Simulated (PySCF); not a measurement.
System: C4H6ClN.

The calculation's input:

```
{"job": {"kind": "uv", "xc": "wB97X-D", "basis": "def2-SVPD", "nstates": 8, "ntriplets": 3}, "charge": 0, "multiplicity": 1}
N     -1.679946     0.023726     0.655549
C     -0.430721    -0.556922     0.248899
C      0.785984    -0.058205     0.999648
C      1.377308     0.375169    -0.109939
Cl     2.879502     1.109292    -0.449685
C      0.280801    -0.027456    -1.052155
H     -1.603446     1.033279     0.712340
H     -2.420048    -0.208979     0.003041
H     -0.538491    -1.644691     0.256032
H      1.033954    -0.062207     2.042044
H     -0.231008     0.799121    -1.542869
H      0.547308    -0.782813    -1.788931
```

Command:

```sh
OMP_NUM_THREADS=1 python probes_run.py task.json out
```

Geometry: GFN2-xTB.

All numbers below come from wB97X-D/def2-SVPD, SCF density, gas phase (PySCF).

**What will maps of the electron density and electron localisation function show?**

C–C (1.33 Å): the density is about 2.3 e/Å³ at the midpoint; the ELF peaks at about 0.90 between the atoms; a multiple bond.
C–Cl (1.71 Å): the density is about 1.5 e/Å³ at the midpoint; the ELF peaks at about 0.90 between the atoms; a covalent bond.
C–C (1.50 Å): ρ at the midpoint is about 1.7 e/Å³; the ELF peaks at about 0.95 between the atoms (a covalent bond).
C–H (1.07 Å): ρ at the midpoint is about 2 e/Å³; the ELF climbs to about 1 towards the hydrogen, as it does in any bond to H (an ordinary covalent bond to hydrogen).

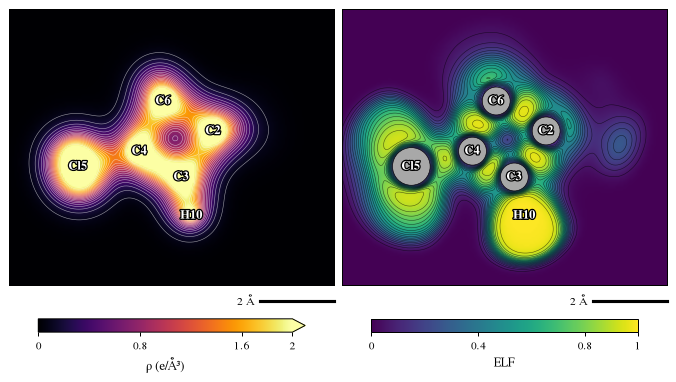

Computed electron density and electron localisation function on the plane of atoms C3, C4 and C6, in this order. Grey discs cover the atomic cores in the ELF map. 
